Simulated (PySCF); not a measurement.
# C₅H₉FO₂: runs on many settings

Which settings matter for C₅H₉FO₂ (`CC[C@@H]1CO[C@@H](F)O1`), and how do bad ones show?

The runs use PySCF 2.14.0, with density-fitted response routines of our own; the level of theory stands in each step. All values are computed, except where a source is named. Atoms are numbered from 0 throughout.

### 1 Starting geometry

17 atoms, charge 0, multiplicity 1; geometry from: GFN2-xTB.

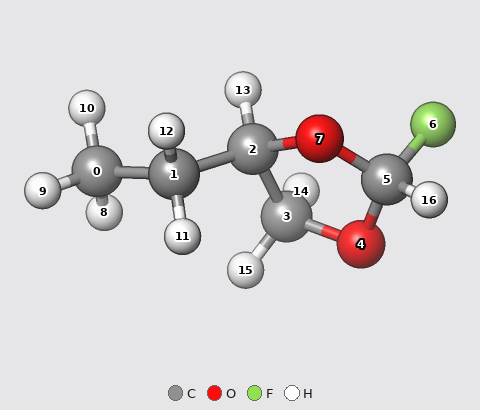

As it starts; carbon grey, oxygen red, fluorine green, hydrogen white, atoms numbered.

### 2 NMR shieldings: PBE0/6-31G*

What the job is given:

```
{"job": {"kind": "nmr", "xc": "PBE0", "basis": "6-31G*", "pop": true, "scf": {"diis": false, "max_cycle": 85}}, "charge": 0, "multiplicity": 1}
C     -2.328759    -0.069488    -0.033215
C     -1.054173     0.433669    -0.697330
C      0.168229    -0.378614    -0.277643
C      0.679560    -0.067511     1.146820
O      1.910271     0.613342     0.924564
C      2.346899     0.190654    -0.290063
F      3.036696    -1.015178    -0.131245
O      1.282012    -0.014986    -1.106563
H     -2.248442    -0.027933     1.050461
H     -3.172662     0.542991    -0.338945
H     -2.528413    -1.098241    -0.322433
H     -0.882731     1.482796    -0.449534
H     -1.144071     0.356998    -1.781604
H     -0.028262    -1.450277    -0.402281
H      0.857725    -0.979851     1.724563
H      0.028147     0.606959     1.701303
H      3.070976     0.886700    -0.726765
```

Level: GIAO PBE0/6-31G* NMR shielding, non-relativistic, gas phase.

Started as:

```console
$ OMP_NUM_THREADS=1 python probes_run.py task.json out
```

One launch serves the whole session: the jobs run in the order shown.

The program printed:

```text
final grid: 138408 points
cycle   1  E = -445.5966153399  dE =  1.231e+00  |g| = 8.974e-01  |ddm| = 3.720e+00
cycle   2  E = -445.4948646164  dE =  1.018e-01  |g| = 1.195e+00  |ddm| = 1.400e+00
cycle   3  E = -445.3280278819  dE =  1.668e-01  |g| = 1.536e+00  |ddm| = 1.698e+00
cycle   4  E = -444.9239960258  dE =  4.040e-01  |g| = 2.159e+00  |ddm| = 2.385e+00
cycle   5  E = -444.4334007202  dE =  4.906e-01  |g| = 2.687e+00  |ddm| = 3.008e+00
cycle   6  E = -442.9080685513  dE =  1.525e+00  |g| = 3.907e+00  |ddm| = 4.857e+00
cycle   7  E = -441.7639027730  dE =  1.144e+00  |g| = 4.493e+00  |ddm| = 5.745e+00
cycle   8  E = -428.3999617029  dE =  1.336e+01  |g| = 7.713e+00  |ddm| = 1.680e+01
cycle   9  E = -375.5670940253  dE =  5.283e+01  |g| = 9.683e+00  |ddm| = 2.707e+01
cycle  10  E = -265.5642000828  dE =  1.100e+02  |g| = 1.651e+01  |ddm| = 3.849e+01
[... 65 cycles left out ...]
cycle  76  E = -58.8235409532  dE =  1.030e+02  |g| = 1.669e+01  |ddm| = 3.990e+01
cycle  77  E = -161.8697703312  dE = -1.030e+02  |g| = 1.636e+01  |ddm| = 3.990e+01
cycle  78  E = -58.8235409532  dE =  1.030e+02  |g| = 1.669e+01  |ddm| = 3.990e+01
cycle  79  E = -161.8697703312  dE = -1.030e+02  |g| = 1.636e+01  |ddm| = 3.990e+01
cycle  80  E = -58.8235409532  dE =  1.030e+02  |g| = 1.669e+01  |ddm| = 3.990e+01
cycle  81  E = -161.8697703312  dE = -1.030e+02  |g| = 1.636e+01  |ddm| = 3.990e+01
cycle  82  E = -58.8235409532  dE =  1.030e+02  |g| = 1.669e+01  |ddm| = 3.990e+01
cycle  83  E = -161.8697703312  dE = -1.030e+02  |g| = 1.636e+01  |ddm| = 3.990e+01
cycle  84  E = -58.8235409532  dE =  1.030e+02  |g| = 1.669e+01  |ddm| = 3.990e+01
cycle  85  E = -161.8697703312  dE = -1.030e+02  |g| = 1.636e+01  |ddm| = 3.990e+01
SCF not converged, last energy = -161.8697703312
```

Wall time 61 s (1 thread of Intel Xeon Platinum 8559C, shared host); peak memory 0.59 GiB.

Diagnosis: The SCF swings between two densities 103.05 Eh apart: plain iteration without DIIS overshoots. Cure: turn DIIS on. Numbers printed on the way are no properties of the molecule.

### 3 NMR shieldings: PBE0/pcSseg-1

The job, as its differences from that of step 2:

```diff
@@ -1,2 +1,2 @@
-{"job": {"kind": "nmr", "xc": "PBE0", "basis": "6-31G*", "pop": true, "scf": {"diis": false, "max_cycle": 85}}, "charge": 0, "multiplicity": 1}
+{"job": {"kind": "nmr", "xc": "PBE0", "basis": "pcSseg-1", "pop": true, "scf": {"guess": "1e", "conv": 1e-15, "max_cycle": 93}}, "charge": 0, "multiplicity": 1}
 C     -2.328759    -0.069488    -0.033215
```

With the program's defaults for keys left out, this is: GIAO PBE0/pcSseg-1 NMR shielding, non-relativistic, gas phase.

The program printed:

```text
final grid: 138408 points
cycle   1  E = -127.8026976680  dE =  1.848e+02  |g| = 2.388e+01  |ddm| = 6.911e+01
cycle   2  E = -167.6947385597  dE = -3.989e+01  |g| = 2.529e+01  |ddm| = 6.983e+01
cycle   3  E = -372.4307494195  dE = -2.047e+02  |g| = 1.475e+01  |ddm| = 2.232e+01
cycle   4  E = -393.3470851657  dE = -2.092e+01  |g| = 1.051e+01  |ddm| = 4.255e+01
cycle   5  E = -421.2385523404  dE = -2.789e+01  |g| = 8.171e+00  |ddm| = 4.356e+01
cycle   6  E = -444.5073707906  dE = -2.327e+01  |g| = 2.512e+00  |ddm| = 1.929e+01
cycle   7  E = -445.2015869194  dE = -6.942e-01  |g| = 1.687e+00  |ddm| = 2.810e+00
cycle   8  E = -445.6776481523  dE = -4.761e-01  |g| = 3.718e-01  |ddm| = 1.322e+00
cycle   9  E = -445.6962274987  dE = -1.858e-02  |g| = 2.625e-01  |ddm| = 4.891e-01
cycle  10  E = -445.7076141143  dE = -1.139e-02  |g| = 6.097e-02  |ddm| = 2.123e-01
cycle  11  E = -445.7083797651  dE = -7.657e-04  |g| = 1.469e-02  |ddm| = 5.194e-02
cycle  12  E = -445.7084176120  dE = -3.785e-05  |g| = 6.603e-03  |ddm| = 1.620e-02
cycle  13  E = -445.7084265152  dE = -8.903e-06  |g| = 1.460e-03  |ddm| = 5.673e-03
cycle  14  E = -445.7084268983  dE = -3.831e-07  |g| = 4.517e-04  |ddm| = 1.277e-03
cycle  15  E = -445.7084269339  dE = -3.559e-08  |g| = 9.186e-05  |ddm| = 2.856e-04
cycle  16  E = -445.7084269356  dE = -1.691e-09  |g| = 2.308e-05  |ddm| = 8.488e-05
cycle  17  E = -445.7084269357  dE = -8.947e-11  |g| = 6.250e-06  |ddm| = 2.180e-05
cycle  18  E = -445.7084269357  dE = -7.276e-12  |g| = 1.916e-06  |ddm| = 6.449e-06
cycle  19  E = -445.7084269357  dE = -2.274e-13  |g| = 8.433e-07  |ddm| = 1.860e-06
cycle  20  E = -445.7084269357  dE =  1.592e-12  |g| = 1.644e-07  |ddm| = 6.455e-07
cycle  21  E = -445.7084269357  dE = -2.501e-12  |g| = 9.017e-08  |ddm| = 1.424e-07
cycle  22  E = -445.7084269357  dE =  1.137e-12  |g| = 2.283e-08  |ddm| = 7.101e-08
cycle  23  E = -445.7084269357  dE =  0.000e+00  |g| = 1.434e-08  |ddm| = 1.161e-08
converged SCF energy = -445.7084269357

GIAO shielding tensors (ppm)
atom      isotropic    diamagn.    paramagn.     s11        s22        s33       span
  0 C      175.102     247.758     -72.656    167.701    169.834    187.771     20.070
  1 C      153.958     247.805     -93.847    142.452    149.370    170.051     27.599
  2 C      105.975     248.793    -142.819     73.174     91.219    153.532     80.358
  3 C      115.964     249.331    -133.367     85.886    105.584    156.422     70.536
  4 O      225.325     396.863    -171.539    145.154    208.819    322.002    176.848
  5 C       62.315     240.429    -178.115     36.975     72.637     77.333     40.358
  6 F      268.013     474.129    -206.116    151.936    280.391    371.712    219.777
  7 O      196.760     398.888    -202.127    132.114    182.218    275.948    143.834
  8 H       31.131      30.542       0.588     26.172     30.613     36.607     10.436
  9 H       30.465      27.961       2.505     25.880     27.378     38.139     12.259
 10 H       30.860      29.700       1.161     26.516     28.758     37.307     10.791
 11 H       30.398      31.977      -1.579     26.062     30.485     34.648      8.586
 12 H       29.725      31.053      -1.328     24.573     29.588     35.014     10.441
 13 H       27.455      32.729      -5.274     23.566     27.634     31.165      7.599
 14 H       27.285      30.516      -3.230     22.988     26.225     32.643      9.655
 15 H       27.880      31.445      -3.565     23.426     27.877     32.337      8.911
 16 H       25.272      26.612      -1.339     21.282     23.604     30.931      9.649
```

It took 42 s on 1 thread of Intel Xeon Platinum 8559C, shared host; peak memory 0.76 GiB.

Despite a poor start guess and a needlessly tight threshold, the SCF converged in 23 cycles.

Shifts follow as δ = σ(reference) − σ, with reference shieldings (ppm) from runs at the same level and on the same kind of geometry: 1H TMS 31.72, 13C TMS 186.9, 19F CFCl3 170.9, 17O H2O 336.1. The references are single molecules in the gas phase, so shifts against H2O, NH3, PH3, H3PO4 or CFCl3 are not on the usual liquid scales and can be off by tens of ppm. Atoms listed in one row are averaged.

```tsv
atoms	environment	σ (ppm)	δ (ppm)	δ scaled to CDCl3
C5	sp3 carbon bearing two oxygens	62.3	124.6	119.7
C2	sp3 CH bonded to O	106.0	81.0	77.1
C3	sp3 CH2 bonded to O	116.0	71.0	67.3
C1	sp3 CH2	154.0	33.0	30.3
C0	methyl carbon	175.1	11.8	9.6
H16	hydrogen on an sp3 carbon bearing two oxygens	25.27	6.44	6.18
H14	hydrogen on an sp3 CH2 bonded to O	27.29	4.43	4.28
H13	hydrogen on an sp3 CH bonded to O	27.46	4.26	4.12
H15	hydrogen on an sp3 CH2 bonded to O	27.88	3.84	3.72
H12	hydrogen on an sp3 CH2	29.72	1.99	1.98
H11	hydrogen on an sp3 CH2	30.40	1.32	1.35
H8, H9, H10	hydrogen on a methyl carbon	30.82	0.90	0.95
O7	ether oxygen	196.8	139.3	–
O4	ether oxygen	225.3	110.8	–
F6	fluorine on an sp3 carbon	268.0	-97.1	–
```

The scaled column applies a straight-line fit of computed shieldings to shifts measured in CDCl3, and one for carbons that bear F (root-mean-square error 0.16 ppm for H, 1.9 ppm for C).

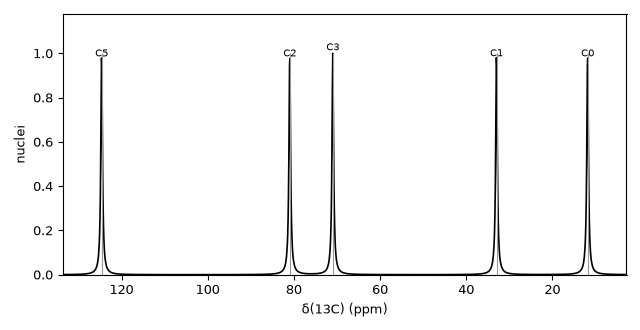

13C lines at the computed shifts, without couplings. Lines are broadened to a width of 0.45 ppm (Lorentzian).

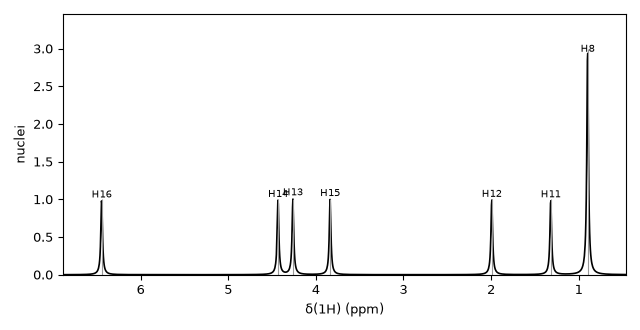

1H lines at the computed shifts, without couplings. Lines are broadened to a width of 0.02 ppm (Lorentzian).

The run also stored atomic charges by several schemes (e):

```tsv
atoms	Mulliken	IAO	Hirshfeld	ESP fit
C0	-0.28	-0.42	-0.11	-0.29
C1	-0.23	-0.26	-0.07	-0.12
C2	-0.02	0.06	0.05	0.35
C3	0.09	-0.09	0.00	-0.05
O4	-0.48	-0.38	-0.15	-0.39
C5	0.65	0.50	0.18	0.50
F6	-0.35	-0.36	-0.16	-0.27
O7	-0.48	-0.38	-0.14	-0.48
```

Hirshfeld charges:

C0 -0.11; C1 -0.07; C2 0.05; C3 0.00; O4 -0.15; C5 0.18; F6 -0.16; O7 -0.14; H8 0.04; H9 0.05; H10 0.04; H11 0.04; H12 0.04; H13 0.04; H14 0.05; H15 0.05; H16 0.06

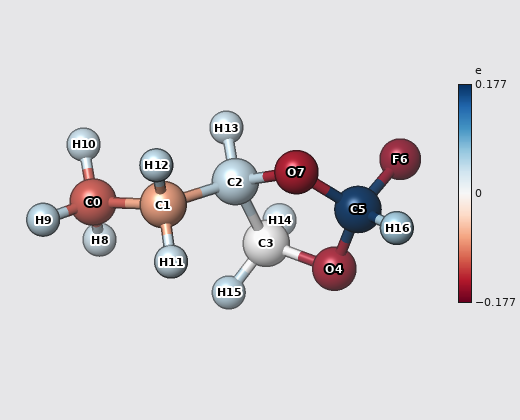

Hirshfeld charges, as colours on the atoms.

Mayer bond orders: C0–C1 1.05, C1–C2 1.01, C2–C3 1.01, C3–O4 0.89, O4–C5 1.05, C5–F6 0.89, C5–O7 1.06, O7–C2 0.87.

Ring of atoms C2, C3, O4, C5, O7: NICS(0) -9.8, NICS(1) -3.5, NICS(1)zz -7.1 ppm (means of both faces).

### 4 NMR shieldings: PBE/pcseg-1 in chloroform

The job, as its differences from that of step 3:

```diff
@@ -1,2 +1,2 @@
-{"job": {"kind": "nmr", "xc": "PBE0", "basis": "pcSseg-1", "pop": true, "scf": {"guess": "1e", "conv": 1e-15, "max_cycle": 93}}, "charge": 0, "multiplicity": 1}
+{"job": {"kind": "nmr", "xc": "PBE", "basis": "pcseg-1", "solvent": "chloroform", "pop": false, "scf": {"aux": "def2-qzvpp-jkfit"}}, "charge": 0, "multiplicity": 1}
 C     -2.328759    -0.069488    -0.033215
```

With the program's defaults for keys left out, this is: GIAO PBE/pcseg-1 NMR shielding, non-relativistic, IEF-PCM chloroform.

The program printed:

```text
final grid: 138408 points
cycle   1  E = -445.4962943953  dE =  1.012e+00  |g| = 8.802e-01  |ddm| = 4.015e+00
cycle   2  E = -445.2201593539  dE =  2.761e-01  |g| = 1.510e+00  |ddm| = 1.773e+00
cycle   3  E = -445.6432697299  dE = -4.231e-01  |g| = 1.092e-01  |ddm| = 1.128e+00
cycle   4  E = -445.6453381867  dE = -2.068e-03  |g| = 5.427e-02  |ddm| = 1.241e-01
cycle   5  E = -445.6459507616  dE = -6.126e-04  |g| = 1.357e-02  |ddm| = 5.219e-02
cycle   6  E = -445.6459778835  dE = -2.712e-05  |g| = 6.711e-03  |ddm| = 1.582e-02
cycle   7  E = -445.6459864147  dE = -8.531e-06  |g| = 1.006e-03  |ddm| = 5.447e-03
cycle   8  E = -445.6459866033  dE = -1.887e-07  |g| = 2.353e-04  |ddm| = 1.071e-03
cycle   9  E = -445.6459866140  dE = -1.072e-08  |g| = 6.975e-05  |ddm| = 2.375e-04
cycle  10  E = -445.6459866148  dE = -7.686e-10  |g| = 3.385e-05  |ddm| = 7.806e-05
cycle  11  E = -445.6459866150  dE = -1.710e-10  |g| = 1.525e-05  |ddm| = 3.606e-05
converged SCF energy = -445.6459866150

GIAO shielding tensors (ppm)
atom      isotropic    diamagn.    paramagn.     s11        s22        s33       span
  0 C      179.659     247.421     -67.762    171.869    173.436    193.673     21.804
  1 C      156.337     247.777     -91.440    142.738    152.352    173.921     31.183
  2 C      106.138     249.204    -143.066     71.086     92.355    154.971     83.884
  3 C      118.809     249.676    -130.867     85.518    108.870    162.039     76.521
  4 O      223.437     398.690    -175.253    148.892    206.146    315.274    166.381
  5 C       66.034     241.459    -175.425     38.078     77.317     82.707     44.629
  6 F      267.889     475.081    -207.192    152.952    282.170    368.544    215.593
  7 O      195.302     400.331    -205.029    136.433    180.829    268.644    132.211
  8 H       31.018      30.503       0.516     26.225     30.559     36.271     10.047
  9 H       30.494      27.746       2.748     26.151     27.586     37.743     11.592
 10 H       30.825      29.650       1.175     26.660     28.855     36.960     10.300
 11 H       30.334      31.999      -1.666     26.298     30.473     34.229      7.931
 12 H       29.744      30.968      -1.224     24.906     29.791     34.536      9.630
 13 H       27.268      32.859      -5.592     23.495     27.606     30.703      7.207
 14 H       27.103      30.488      -3.386     22.897     26.193     32.218      9.321
 15 H       27.563      31.442      -3.878     23.235     27.621     31.835      8.600
 16 H       25.065      26.709      -1.644     21.162     23.634     30.400      9.238
```

It took 20 s on 1 thread of Intel Xeon Platinum 8559C, shared host; peak memory 0.79 GiB.

This run: σ C5 66.0, C2 106.1, C3 118.8, C1 156.3, H16 25.07, H14 27.10 ppm.

### 5 NMR shieldings: PBE0/cc-pVDZ

The job, as its differences from that of step 4:

```diff
@@ -1,2 +1,2 @@
-{"job": {"kind": "nmr", "xc": "PBE", "basis": "pcseg-1", "solvent": "chloroform", "pop": false, "scf": {"aux": "def2-qzvpp-jkfit"}}, "charge": 0, "multiplicity": 1}
+{"job": {"kind": "nmr", "xc": "PBE0", "basis": "cc-pVDZ", "pop": true}, "charge": 0, "multiplicity": 1}
 C     -2.328759    -0.069488    -0.033215
```

Method: GIAO PBE0/cc-pVDZ NMR shielding, non-relativistic, gas phase.

The program printed:

```text
coarse grid: 14272 points
cycle   1  E = -445.6268838766  dE =  1.268e+00  |g| = 8.807e-01  |ddm| = 7.274e+00
cycle   2  E = -445.5270006322  dE =  9.988e-02  |g| = 1.175e+00  |ddm| = 2.625e+00
cycle   3  E = -445.7679973080  dE = -2.410e-01  |g| = 5.784e-02  |ddm| = 1.483e+00
cycle   4  E = -445.7685803973  dE = -5.831e-04  |g| = 2.752e-02  |ddm| = 1.362e-01
cycle   5  E = -445.7687686291  dE = -1.882e-04  |g| = 5.518e-03  |ddm| = 5.352e-02
cycle   6  E = -445.7687752564  dE = -6.627e-06  |g| = 1.597e-03  |ddm| = 9.930e-03
final grid: 138408 points
cycle   7  E = -445.7779520891  dE = -2.961e-05  |g| = 1.336e-02  |ddm| = 6.515e-02
cycle   8  E = -445.7779213565  dE =  3.073e-05  |g| = 1.841e-02  |ddm| = 4.258e-02
cycle   9  E = -445.7779888542  dE = -6.750e-05  |g| = 1.108e-03  |ddm| = 2.399e-02
cycle  10  E = -445.7779891019  dE = -2.477e-07  |g| = 3.154e-04  |ddm| = 1.960e-03
cycle  11  E = -445.7779891185  dE = -1.656e-08  |g| = 8.858e-05  |ddm| = 4.407e-04
cycle  12  E = -445.7779891197  dE = -1.259e-09  |g| = 2.392e-05  |ddm| = 1.349e-04
cycle  13  E = -445.7779891198  dE = -1.178e-10  |g| = 5.882e-06  |ddm| = 3.866e-05
converged SCF energy = -445.7779891198

GIAO shielding tensors (ppm)
atom      isotropic    diamagn.    paramagn.     s11        s22        s33       span
  0 C      186.736     246.161     -59.425    179.709    181.705    198.793     19.084
  1 C      165.929     246.938     -81.009    154.175    161.788    181.825     27.650
  2 C      119.425     249.727    -130.302     86.365    106.546    165.363     78.998
  3 C      130.792     251.126    -120.333     99.240    122.355    170.782     71.542
  4 O      239.643     394.816    -155.173    167.696    223.345    327.889    160.193
  5 C       81.041     245.448    -164.407     55.869     91.287     95.968     40.099
  6 F      285.313     471.176    -185.863    182.365    296.996    376.578    194.213
  7 O      214.743     394.856    -180.113    155.946    203.133    285.149    129.203
  8 H       31.205      31.526      -0.321     26.373     30.744     36.498     10.125
  9 H       30.617      28.027       2.590     26.236     27.697     37.917     11.681
 10 H       30.987      30.299       0.688     26.840     28.918     37.204     10.364
 11 H       30.451      32.883      -2.432     26.323     30.527     34.503      8.180
 12 H       29.860      31.154      -1.294     24.959     29.723     34.899      9.940
 13 H       27.595      34.164      -6.570     23.679     27.850     31.255      7.575
 14 H       27.469      31.785      -4.316     23.194     26.424     32.790      9.596
 15 H       27.971      33.270      -5.299     23.594     28.003     32.316      8.722
 16 H       25.599      27.642      -2.043     21.683     24.007     31.109      9.426
```

Wall time 25 s (1 thread of Intel Xeon Platinum 8559C, shared host); peak memory 0.76 GiB.

In short: δ C5 118.1, C2 79.7, C3 68.3, C1 33.2, H16 6.15, H14 4.28 ppm.

### 6 TDDFT and polarisability: PW91/def2-SVPD

The job, as its differences from that of step 5:

```diff
@@ -1,2 +1,2 @@
-{"job": {"kind": "nmr", "xc": "PBE0", "basis": "cc-pVDZ", "pop": true}, "charge": 0, "multiplicity": 1}
+{"job": {"kind": "uv", "xc": "PW91", "basis": "def2-SVPD", "nstates": 6, "ntriplets": 0, "tda": false, "grid": 3}, "charge": 0, "multiplicity": 1}
 C     -2.328759    -0.069488    -0.033215
```

Method: TDDFT PW91/def2-SVPD, vertical, gas phase, core orbitals frozen in the response.

The program printed:

```text
coarse grid: 14272 points
cycle   1  E = -445.5037912007  dE =  9.635e-01  |g| = 9.494e-01  |ddm| = 6.737e+00
cycle   2  E = -445.1225990158  dE =  3.812e-01  |g| = 1.716e+00  |ddm| = 3.174e+00
cycle   3  E = -445.6761227998  dE = -5.535e-01  |g| = 1.288e-01  |ddm| = 2.080e+00
cycle   4  E = -445.6786307060  dE = -2.508e-03  |g| = 7.197e-02  |ddm| = 2.705e-01
cycle   5  E = -445.6797418997  dE = -1.111e-03  |g| = 1.866e-02  |ddm| = 1.198e-01
cycle   6  E = -445.6797891701  dE = -4.727e-05  |g| = 9.688e-03  |ddm| = 2.944e-02
cycle   7  E = -445.6798068088  dE = -1.764e-05  |g| = 9.733e-04  |ddm| = 1.112e-02
cycle   8  E = -445.6798069710  dE = -1.622e-07  |g| = 4.163e-04  |ddm| = 1.971e-03
final grid: 201288 points
cycle   9  E = -445.7840291435  dE = -6.220e-05  |g| = 1.690e-02  |ddm| = 2.134e-01
cycle  10  E = -445.7838967926  dE =  1.324e-04  |g| = 3.101e-02  |ddm| = 5.780e-02
cycle  11  E = -445.7840861270  dE = -1.893e-04  |g| = 2.130e-03  |ddm| = 3.917e-02
cycle  12  E = -445.7840871324  dE = -1.005e-06  |g| = 5.880e-04  |ddm| = 4.008e-03
cycle  13  E = -445.7840871894  dE = -5.698e-08  |g| = 2.433e-04  |ddm| = 9.244e-04
cycle  14  E = -445.7840871991  dE = -9.717e-09  |g| = 4.898e-05  |ddm| = 2.832e-04
cycle  15  E = -445.7840871995  dE = -4.555e-10  |g| = 1.284e-05  |ddm| = 1.026e-04
converged SCF energy = -445.7840871995

Static polarisability (au): isotropic 69.465, principal 61.084 64.916 82.395

Singlet excitations
state   eV       nm        f      main configurations
  1   6.3770    194.4   0.00441   H->L 1.00
  2   6.8144    181.9   0.00058   H->L+1 1.00
  3   7.0083    176.9   0.00410   H->L+2 1.00
  4   7.1982    172.2   0.00456   H->L+3 0.97
  5   7.2750    170.4   0.00688   H-1->L 0.97
  6   7.4939    165.4   0.00113   H->L+4 0.99
```

It took 58 s on 1 thread of Intel Xeon Platinum 8559C, shared host; peak memory 0.76 GiB.

The orbitals next to the gap, with their largest atomic shares:

```tsv
orbital	eV	atoms
HOMO−3	-8.68	F6 41 %, O7 15 %, C5 10 %
HOMO−2	-8.28	C1 17 %, O4 14 %, C2 13 %
HOMO−1	-7.56	O4 30 %, O7 24 %, F6 11 %
HOMO	-6.67	O7 33 %, O4 29 %, F6 8 %
LUMO	-0.32	C0 18 %, C3 10 %, C1 9 %
LUMO+1	0.10	O4 14 %, C5 10 %, C0 10 %
LUMO+2	0.30	H13 17 %, H11 12 %, O7 10 %
```

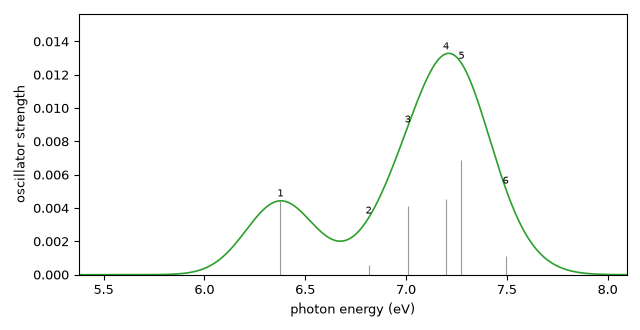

Absorption spectrum from the 6 singlet states computed; above the last one it falls off for lack of states. Lines are broadened to a width of 0.40 eV (Gaussian).

Further results of this job:

```tsv
property	computed
dipole moment (D)	2.84
polarisability (Å³)	10.29
HOMO–LUMO gap (eV)	6.35
−ε(HOMO) (eV)	6.67
```

### 7 Run by run: NMR shifts

Isotropic shieldings (ppm) of some atoms, chosen among heavy atoms and hydrogens apart, with basis size and wall time:

```tsv
run	C5	C3	H16	H15	O7	O4	F6	functions	time
PBE0/pcSseg-1	62.3	116.0	25.27	27.88	196.8	225.3	268.0	181	42 s
PBE/pcseg-1 in chloroform	66.0	118.8	25.07	27.56	195.3	223.4	267.9	157	20 s
PBE0/cc-pVDZ	81.0	130.8	25.60	27.97	214.7	239.6	285.3	157	25 s
```

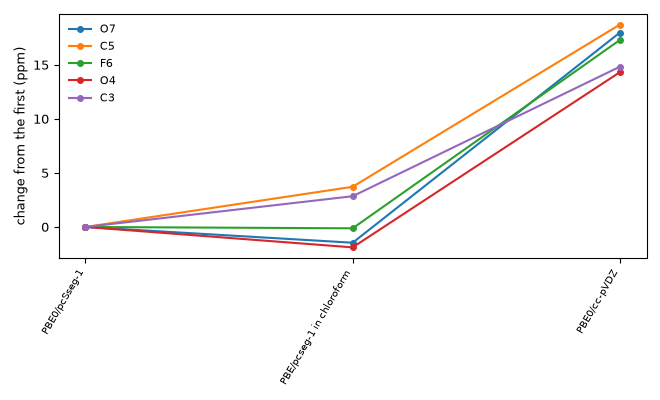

How five of the tabulated atoms move from run to run.

### 8 Outcome

| quantity | value |
| --- | --- |
| 13C shifts against TMS (PBE0/pcSseg-1) | 124.6, 81.0, 71.0, 33.0, 11.8 ppm |
| 1H shifts against TMS (PBE0/pcSseg-1, means over atoms taken as alike) | 6.44, 4.43, 4.26, 3.84, 1.99, 1.32, 0.90 ppm |
| 17O shifts against H2O (PBE0/pcSseg-1) | 139.3, 110.8 ppm |
| 19F shifts against CFCl3 (PBE0/pcSseg-1) | -97.1 ppm |
| lowest singlet (PW91/def2-SVPD) | 6.38 eV (194 nm), f = 0.004 |
| brightest single state of those computed | state 5, 7.28 eV, f = 0.007 |
| range of the shielding of O7 | 195.3 to 214.7 ppm |
| property runs in this session | 5, of which 1 failed and 0 gave unsound results |

Single values in the summary come from the first run of each kind that ended normally (PBE0/pcSseg-1; PW91/def2-SVPD), which need not be the best level. The most deshielded hydrogen is H16 (hydrogen on an sp3 carbon bearing two oxygens), at 6.44 ppm: its carbon carries F and O, which withdraws density. At PBE0/pcSseg-1: Shielding is most anisotropic at F6 (span 220 ppm, paramagnetic term -206 ppm). The first singlet state (HOMO→LUMO 1.00) lies at 6.38 eV and is weak; of the 6 states computed, the strongest absorption comes from state 5 at 7.28 eV. States above −ε(HOMO) lie where TDDFT describes them poorly and they hang on the basis; the brightest is among them. Across the 3 runs the shielding of O7 moves most, between 195.3 (PBE/pcseg-1 in chloroform) and 214.7 ppm (PBE0/cc-pVDZ).
